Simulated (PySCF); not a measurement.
# SiH2Cl2 (dichlorosilane (DCS)): B3LYP/STO-6G

Aim: the energy change on altering one bond length of SiH2Cl2 (dichlorosilane (DCS)) at B3LYP/STO-6G, from 2 runs. Input form: a Python script.

The calculation is run with PySCF 2.14.0.

11 further runs of the same task are left out: 11 set aside as unsound or not needed.

### Step 1. The molecule

SiH2Cl2: 5 atoms, total charge 0, spin state singlet. As SMILES, `Cl[SiH2]Cl`. Geometry: relaxed at PBE0-D4/def2-TZVP.

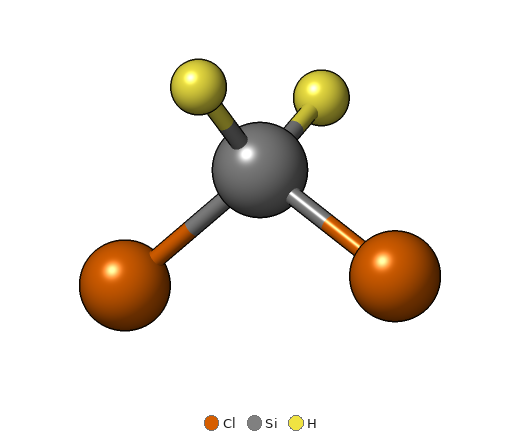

The structure, seen from a chosen angle (chlorine orange, silicon grey, hydrogen yellow).

### Step 2. A single-point energy at B3LYP/STO-6G

File job.py:

```python
from pyscf import gto, dft

mol = gto.Mole()
mol.atom = [
    ('Cl', (-1.036100, -0.393400, 1.609300)),
    ('Si', (0.136800, -0.071700, -0.028900)),
    ('Cl', (-0.799200, 1.196800, -1.324000)),
    ('H', (0.352000, -1.362200, -0.711200)),
    ('H', (1.396500, 0.556600, 0.413400)),
]
mol.verbose = 4
mol.charge = 0
mol.spin = 0
mol.max_memory = 1860
mol.basis = 'sto-6g'
mol.build()

ks = dft.RKS(mol, xc='b3lyp')
ks.grids.level = 5
ks.conv_tol = 1e-10
ks.kernel()
if not ks.converged:
    ks = ks.newton().run(ks.mo_coeff, ks.mo_occ)

e_final = ks.e_tot
print('E(%s) = %.9f' % ('B3LYP', e_final))
```

Launch:

```console
$ OMP_NUM_THREADS=1 python job.py
```

The program printed:

```text
PySCF version 2.14.0

[INPUT] num. atoms = 5
[INPUT] num. electrons = 50
[INPUT] charge = 0
[INPUT] spin (= nelec alpha-beta = 2S) = 0
[INPUT] symmetry False subgroup None
[INPUT] Mole.unit = angstrom
[INPUT] Symbol           X                Y                Z      unit          X                Y                Z       unit  Magmom
[INPUT]  1 Cl    -1.036100000000  -0.393400000000   1.609300000000 AA   -1.957945237662  -0.743418257404   3.041136252263 Bohr   0.0
[INPUT]  2 Si     0.136800000000  -0.071700000000  -0.028900000000 AA    0.258514533841  -0.135493363131  -0.054613085000 Bohr   0.0
[INPUT]  3 Cl    -0.799200000000   1.196800000000  -1.324000000000 AA   -1.510269118752   2.261624225879  -2.501997388924 Bohr   0.0
[INPUT]  4 H      0.352000000000  -1.362200000000  -0.711200000000 AA    0.665183595847  -2.574184926883  -1.343973219791 Bohr   0.0
[INPUT]  5 H      1.396500000000   0.556600000000   0.413400000000 AA    2.639002532955   1.051821560933   0.781212779895 Bohr   0.0

nuclear repulsion = 191.96342107857
number of shells = 17
number of NR pGTOs = 174
number of NR cGTOs = 29
basis = sto-6g
ecp = {}

******** <class 'pyscf.dft.rks.RKS'> ********
method = RKS
initial guess = minao
damping factor = 0
level_shift factor = 0
DIIS = <class 'pyscf.scf.diis.CDIIS'>
diis_start_cycle = 1
diis_space = 8
diis_damp = 0
SCF conv_tol = 1e-10
SCF conv_tol_grad = None
SCF max_cycles = 50
direct_scf = True
direct_scf_tol = 1e-13
XC library pyscf.dft.libxc version 7.0.0
    S. Lehtola, C. Steigemann, M. J.T. Oliveira, and M. A.L. Marques.,  SoftwareX 7, 1–5 (2018)
XC functionals = b3lyp
    P. J. Stephens, F. J. Devlin, C. F. Chabalowski, and M. J. Frisch.,  J. Phys. Chem. 98, 11623 (1994)
radial grids:
    Treutler-Ahlrichs [JCP 102, 346 (1995); DOI:10.1063/1.469408] (M4) radial grids

becke partition: Becke, JCP 88, 2547 (1988); DOI:10.1063/1.454033
pruning grids: <function nwchem_prune>
grids dens level: 5
symmetrized grids: False
atomic radii adjust function: <function treutler_atomic_radii_adjust>
small_rho_cutoff = 0
Set gradient conv threshold to 1e-05
Initial guess from minao.
tot grids = 176728
init E= -1206.56483094151
  HOMO = -0.362274324967355  LUMO = 0.0337797361966697  gap/eV = 10.77718
cycle= 1 E= -1206.88707699928  delta_E= -0.322  |g|= 0.385  |ddm|= 2.46
  HOMO = -0.229953170893266  LUMO = 0.0646655484290352  gap/eV = 8.01698
cycle= 2 E= -1206.91105650251  delta_E= -0.024  |g|= 0.349  |ddm|= 1.59
  HOMO = -0.255094282608937  LUMO = 0.105958492613926  gap/eV = 9.82475
cycle= 3 E= -1206.96351366952  delta_E= -0.0525  |g|= 0.00283  |ddm|= 0.712
  HOMO = -0.256981065037699  LUMO = 0.105623272414349  gap/eV = 9.86697
cycle= 4 E= -1206.96351799296  delta_E= -4.32e-06  |g|= 0.00103  |ddm|= 0.0103
  HOMO = -0.256813186818324  LUMO = 0.105829888169064  gap/eV = 9.86802
cycle= 5 E= -1206.96351855419  delta_E= -5.61e-07  |g|= 0.000105  |ddm|= 0.00274
  HOMO = -0.256831402636317  LUMO = 0.105824169375589  gap/eV = 9.86836
cycle= 6 E= -1206.96351856125  delta_E= -7.06e-09  |g|= 4.52e-06  |ddm|= 0.000325
  HOMO = -0.256830551872723  LUMO = 0.105823846038537  gap/eV = 9.86833
cycle= 7 E= -1206.96351856126  delta_E= -1.25e-11  |g|= 1.09e-07  |ddm|= 1.18e-05
  HOMO = -0.256830530096778  LUMO = 0.105823842230005  gap/eV = 9.86833
Extra cycle  E= -1206.96351856126  delta_E= 1.82e-12  |g|= 3.82e-08  |ddm|= 4.7e-07
converged SCF energy = -1206.96351856126
E(B3LYP) = -1206.963518561
```

It took 4.5 s on 1 thread of Arm Neoverse V2, shared host; peak memory 0.24 GiB.

### Step 3. The distorted shape, same level

File calc.py:

```python
from pyscf import gto, dft

mol = gto.Mole()
mol.atom = '''
Cl    -0.287293    -1.408209     2.645390
Si     0.885607    -1.086509     1.007190
Cl    -0.799200     1.196800    -1.324000
H      1.100807    -2.377009     0.324890
H      2.145307    -0.458209     1.449490
'''
mol.basis = 'sto-6g'
mol.max_memory = 1860
mol.verbose = 3
mol.build()

mf = dft.RKS(mol, xc='b3lyp')
mf.grids.level = 5
mf.conv_tol = 1e-10
mf.kernel()
if not mf.converged:
    mf = mf.newton().run(mf.mo_coeff, mf.mo_occ)

e_final = mf.e_tot
print('E(%s) = %.9f' % ('B3LYP', e_final))
```

Launch:

```console
$ OMP_NUM_THREADS=1 python calc.py
```

The program printed:

```text
converged SCF energy = -1206.78998326236
E(B3LYP) = -1206.789983262
```

Run time: 9 s. Hardware: 1 thread of Arm Neoverse V2, shared host; peak memory 0.24 GiB.

### Step 4. Summary of results

Level: B3LYP/STO-6G.

```
                                                           quantity           value
                                          first shape: total energy  -1206.96352 Eh
                                         first shape: dipole moment          2.58 D
                                           first shape: HOMO energy        -6.99 eV
                                           first shape: LUMO energy         2.88 eV
                                         first shape: HOMO–LUMO gap         9.87 eV
                                      distorted shape: total energy  -1206.78998 Eh
                                     distorted shape: dipole moment          5.43 D
                                       distorted shape: HOMO energy        -4.57 eV
                                       distorted shape: LUMO energy        -3.19 eV
                                     distorted shape: HOMO–LUMO gap         1.38 eV
energy change with the Si2–Cl3 bond stretched from 2.040 to 3.672 Å        4.722 eV
```

One bond (distorted shape) is far stretched, which a spin-restricted single reference describes badly; a broken-symmetry solution may lie lower. With the Si2–Cl3 bond stretched from 2.040 to 3.672 Å the energy rises by 4.72 eV (456 kJ/mol). The first shape isn't relaxed at this level, so the change isn't measured from a minimum. A restricted reference can't describe the breaking bond well at this length. The minimal basis adds a large error of its own. Mulliken charges (first shape) run from -0.31 on Cl1 to +0.79 on Si2; they depend strongly on the basis. Mulliken charges (distorted shape) run from -0.35 on Cl3 to +0.73 on Si2.
